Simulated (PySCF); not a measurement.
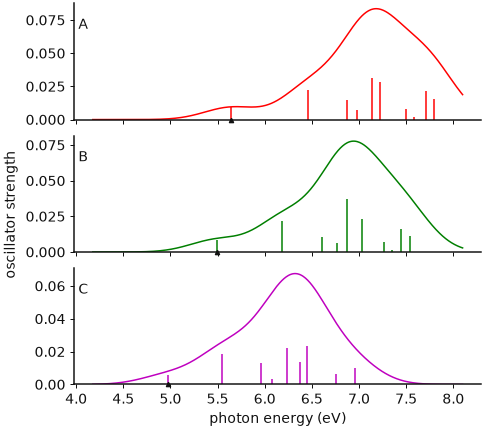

Vertical TDDFT spectra of CH₇F₂Ge₂N, SMILES F[CH](F)[GeH2][NH][GeH3], singlet at one geometry and several levels (PySCF, at a PBE0-D3(BJ)/def2-SVP geometry (no frequency check)); sticks with Gaussians of 1/e half-width 0.40 eV, the triangle marks S1, which has the same leading orbital pair at all these levels. Only the lowest states were computed, so the high end is incomplete.

> The levels are B3LYP/def2-SVPD, PBE/def2-SVPD and PBE0/def2-SVPD. Which panel is which?

A: PBE0/def2-SVPD (S1 at 5.65 eV); B: B3LYP/def2-SVPD (S1 at 5.49 eV); C: PBE/def2-SVPD (S1 at 4.98 eV).

Limits of at least one run: core orbitals are frozen in the response; one conformer of a flexible molecule; states above the negative HOMO energy depend on the basis.
